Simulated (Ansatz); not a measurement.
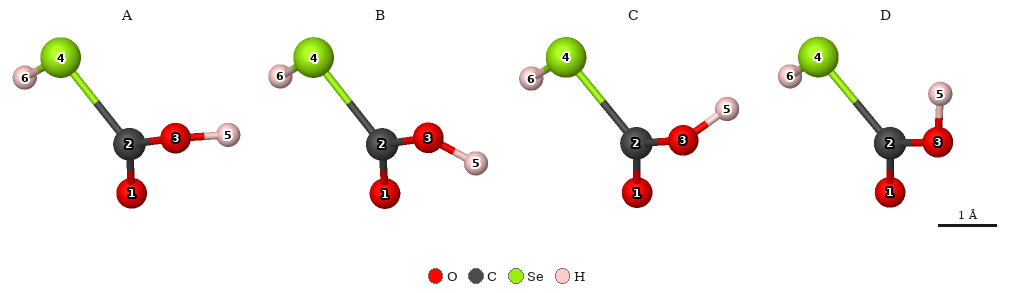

4 geometries from a converged minimum-energy path of CH₂O₂Se, shuffled. The picture is a ball-and-stick view, seen from a free direction.

These are results of RHF/def2-SVP in Ansatz, not measurements. Set-up: 9 movable images; climbing image; force threshold 0.03 eV/Å; iteration limit 60; starting path through a guess of the saddle point.

**Which frame is the transition state?**

C. In order along the path, whose images run from 0 to 10: B (image 2, +10.4 kJ/mol), A (image 4, +34.7 kJ/mol), C (image 6, +46.6 kJ/mol), D (image 9, +26.8 kJ/mol). The motion is a rotation about the C2–O3 bond by about 180°. No bond forms or breaks between the ends. Bond angles that change up to the highest image, for instance: C2–O3–H5 108.8° → 111.5°.
